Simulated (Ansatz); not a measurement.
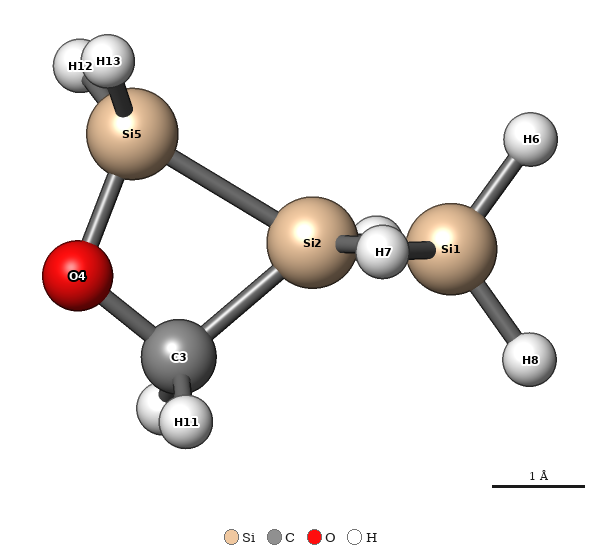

The input geometry of the first run (ball-and-stick view, seen at a tilt; atoms are numbered from 1 in the order of the input). Bond lengths as drawn: C–H 1.09 Å, C–O 1.44 Å, C–Si 1.94 Å, H–Si 1.49 Å, O–Si 1.67 Å and Si–Si 2.32 to 2.33 Å.

## CH8OSi3: a changed input and its effect

System: CH8OSi3, SMILES [SiH3][SiH]1CO[SiH2]1.
Method of the first run: RKS r2SCAN-D4/def2-TZVPP (Ansatz 0.2.0).

The geometry comes from this level: PBE0-D4/def2-TZVP. Text and figures count atoms from 1; the logs count them from 0 in places.

## The input, the first run
```yaml
crystal:
  periodic: [false, false, false]
  atoms:
    - {symbol: Si, position_ang: [-2.172546, 0.624647, -0.302643]}
    - {symbol: Si, position_ang: [-0.292785, -0.387319, 0.641110]}
    - {symbol: C, position_ang: [0.900903, -1.239637, -0.622933]}
    - {symbol: O, position_ang: [2.046380, -0.364490, -0.563605]}
    - {symbol: Si, position_ang: [1.732049, 0.754010, 0.640000]}
    - {symbol: H, position_ang: [-2.825554, 1.524985, 0.685155]}
    - {symbol: H, position_ang: [-1.749137, 1.428032, -1.480798]}
    - {symbol: H, position_ang: [-3.165157, -0.390230, -0.750400]}
    - {symbol: H, position_ang: [-0.663451, -1.233590, 1.810734]}
    - {symbol: H, position_ang: [1.189804, -2.253097, -0.327837]}
    - {symbol: H, position_ang: [0.528828, -1.278787, -1.650474]}
    - {symbol: H, position_ang: [2.662001, 0.628303, 1.797173]}
    - {symbol: H, position_ang: [1.828963, 2.152572, 0.139316]}
basis:
  gaussian: {orbitals: def2-TZVPP}
hamiltonian: {xc: r2scan, dispersion: d4}
output: {forces: true, orbitals: {seedname: orbitals}}
```

Command:
```bash
ansatz run in.yaml --threads 4 --pin off --events-out ev --progress --plain --max-ram 10444MiB
```

Hardware: 4 threads of Arm Neoverse V1, 23 GiB of memory available, shared host.

## Output (the first run)
```
Functional definition: r2SCAN
  parameter k0 = 0.174
  parameter k1 = 0.065
  parameter a1 = 4.9479
  exchange = r2scan_x(k0 = k0, k1 = k1, a1 = a1)
  correlation = r2scan_c
1667 factors; their error is unknown
mean field evaluation 1: about -26838.1143 eV, gradient 5.9e1 eV
mean field evaluation 2: about -26798.0268 eV, gradient 1.4e2 eV
mean field evaluation 4: about -26845.0303 eV, gradient 1.4e1 eV
mean field evaluation 8: about -26845.4176 eV, gradient 2.2e-1 eV
mean field evaluation 16: about -26845.3599 eV, gradient 5.5e-4 eV
mean field -26845.35987169 eV, -986.5487788460 hartree, gradient 4.5e-5 eV, S^2 0.000000; 0 other end points of the search recorded, 0 dependent functions left out
the calculation of the forces begins
reference -26845.35988811 eV, -986.5487794497 hartree; 32, 32 occupied and 268, 268 virtual orbitals, 1667 factors
Total energy: -26845.44383441 eV, -986.5518644192 hartree
Atom 0 at    -2.172546     0.624647    -0.302643 Å, force    -0.016978     0.002203     0.000328 eV/Å
Atom 1 at    -0.292785    -0.387319     0.641110 Å, force    -0.099338     0.014894     0.062137 eV/Å
Atom 2 at     0.900903    -1.239637    -0.622933 Å, force    -0.260799    -0.225975    -0.027466 eV/Å
Atom 3 at     2.046380    -0.364490    -0.563605 Å, force     0.332724     0.166351    -0.066117 eV/Å
Atom 4 at     1.732049     0.754010     0.640000 Å, force     0.015901     0.061301     0.058812 eV/Å
Atom 5 at    -2.825554     1.524985     0.685155 Å, force     0.003489    -0.012077    -0.024013 eV/Å
Atom 6 at    -1.749137     1.428032    -1.480798 Å, force    -0.013326    -0.012235     0.019049 eV/Å
Atom 7 at    -3.165157    -0.390230    -0.750400 Å, force     0.007918     0.023780     0.002191 eV/Å
Atom 8 at    -0.663451    -1.233590     1.810734 Å, force    -0.000871    -0.001575    -0.001729 eV/Å
Atom 9 at     1.189804    -2.253097    -0.327837 Å, force     0.009784    -0.006015    -0.010278 eV/Å
Atom 10 at     0.528828    -1.278787    -1.650474 Å, force     0.012905    -0.007617    -0.008875 eV/Å
Atom 11 at     2.662001     0.628303     1.797173 Å, force    -0.000920     0.010898    -0.013222 eV/Å
Atom 12 at     1.828963     2.152572     0.139316 Å, force     0.009510    -0.013935     0.009183 eV/Å
Dipole moment:    -0.217667    -0.069547     0.093588 e Å
```

For the second run the input was changed thus:
```diff
-hamiltonian: {xc: r2scan, dispersion: d4}
+hamiltonian: {xc: pbe, dispersion: d4}
```

What does this change do to the results?

The total energies belong to different models, so their difference says nothing on which is more stable or more accurate. The largest force goes from 0.378 to 0.635 eV/Å. The HOMO goes from −6.63 to −6.38 eV. The LUMO goes from −1.23 to −1.48 eV. The dipole moment goes from 1.19 to 1.12 D. On the same kind of shared host the second run took about 0.53 times as long.

## Output (the second run)
```
Functional definition: PBE
  parameter kappa = 0.804
  parameter beta = 0.06672455060314922
  exchange = pbe_x(kappa = kappa, mu = beta*pi^2/3)
  correlation = pbe_c(beta = beta)
1667 factors; their error is unknown
mean field evaluation 1: about -26823.9417 eV, gradient 6.5e1 eV
mean field evaluation 2: about -26723.2382 eV, gradient 2.0e2 eV
mean field evaluation 4: about -26832.2497 eV, gradient 2.2e1 eV
mean field evaluation 8: about -26833.1807 eV, gradient 1.8e-1 eV
mean field evaluation 16: about -26833.1237 eV, gradient 5.8e-3 eV
mean field -26833.12373432 eV, -986.0991090919 hartree, gradient 5.3e-5 eV, S^2 0.000000; 0 other end points of the search recorded, 0 dependent functions left out
the calculation of the forces begins
reference -26833.12378774 eV, -986.0991110547 hartree; 32, 32 occupied and 268, 268 virtual orbitals, 1667 factors
Total energy: -26833.46243760 eV, -986.1115562077 hartree
Atom 0 at    -2.172546     0.624647    -0.302643 Å, force     0.072007    -0.046831     0.048000 eV/Å
Atom 1 at    -0.292785    -0.387319     0.641110 Å, force    -0.152924     0.081713     0.038694 eV/Å
Atom 2 at     0.900903    -1.239637    -0.622933 Å, force    -0.205713    -0.140315     0.004951 eV/Å
Atom 3 at     2.046380    -0.364490    -0.563605 Å, force     0.514424    -0.039218    -0.369599 eV/Å
Atom 4 at     1.732049     0.754010     0.640000 Å, force    -0.120236     0.244636     0.293433 eV/Å
Atom 5 at    -2.825554     1.524985     0.685155 Å, force    -0.073459     0.095631     0.093368 eV/Å
Atom 6 at    -1.749137     1.428032    -1.480798 Å, force     0.038435     0.081932    -0.118497 eV/Å
Atom 7 at    -3.165157    -0.390230    -0.750400 Å, force    -0.108474    -0.096811    -0.049982 eV/Å
Atom 8 at    -0.663451    -1.233590     1.810734 Å, force    -0.044488    -0.091823     0.131261 eV/Å
Atom 9 at     1.189804    -2.253097    -0.327837 Å, force     0.042744    -0.228844     0.060634 eV/Å
Atom 10 at     0.528828    -1.278787    -1.650474 Å, force    -0.094460    -0.021076    -0.217545 eV/Å
Atom 11 at     2.662001     0.628303     1.797173 Å, force     0.113917    -0.003983     0.139003 eV/Å
Atom 12 at     1.828963     2.152572     0.139316 Å, force     0.018227     0.164989    -0.053722 eV/Å
Dipole moment:    -0.204644    -0.070272     0.086873 e Å
```

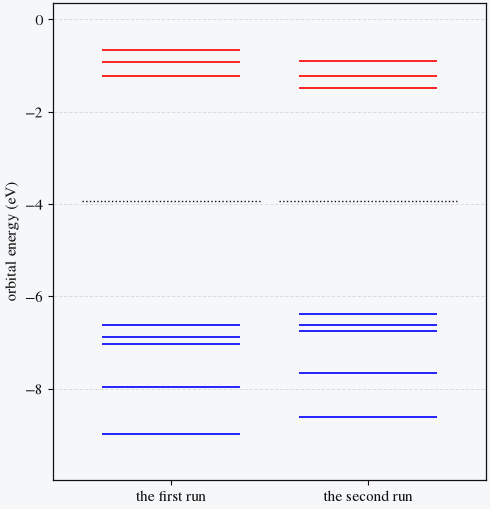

The five highest filled and three lowest empty orbital energies of the two runs; the dotted lines part filled from empty levels. The HOMO–LUMO gap is 5.40 eV in the first run and 4.89 eV in the second run.

## The two runs side by side

```csv
quantity,the first run,the second run
outcome,converged,converged
total energy (hartree),−986.551864,−986.111556
HOMO (eV),−6.63,−6.38
LUMO (eV),−1.23,−1.48
dipole moment (D),1.19,1.12
largest force (eV/Å),0.378,0.635
basis functions,300,300
wall time (shared host),6.5 s,3.5 s
```
